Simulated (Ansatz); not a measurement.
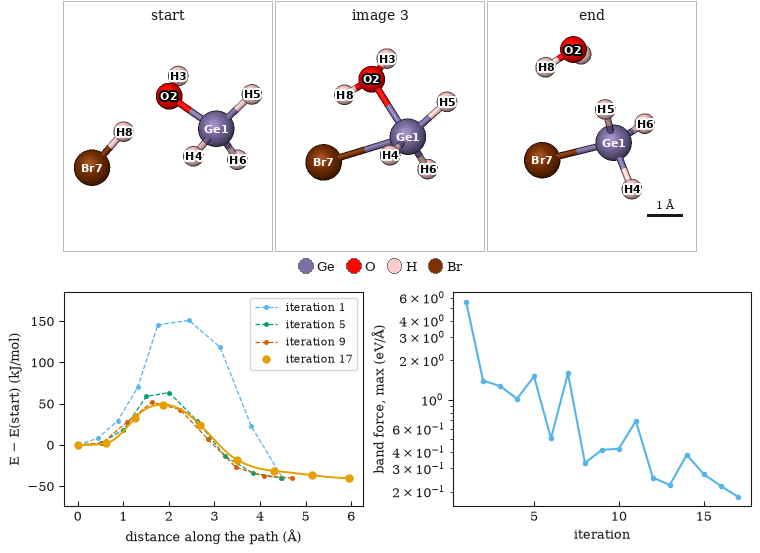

A nudged-elastic-band calculation for GeH₅OBr. Images are numbered from 0 (start) to 8 (end). The plot follows the band through its iterations. A ball-and-stick model, seen at a tilt.

All numbers below come from RKS B3LYP-D4/def2-SVP in Ansatz. Set-up: 7 movable images; climbing image; force threshold 0.2 eV/Å; iteration limit 38; starting path through a guess of the saddle point.

Judge this run.

The run met only a loose threshold, so the barrier can't be trusted yet. The band converged in 17 iterations. The largest component of the band force went from 5.6 to 0.18 eV/Å. The climbing image converged on the top of the path. Its curvatures weren't checked. The force threshold is so loose that the height of the top is at best an upper bound. The first iteration put the highest image at 151.0 kJ/mol. The energy climbs by 49.0 kJ/mol to image 3 and then falls by 89.0 kJ/mol, so the end point sits at −39.9 kJ/mol.

The run took 5.7 min on 2 threads of Intel(R) Xeon(R) Platinum 8259CL CPU @ 2.50GHz (Skylake/Cascade Lake) (shared host), peak memory 0.28 GiB.
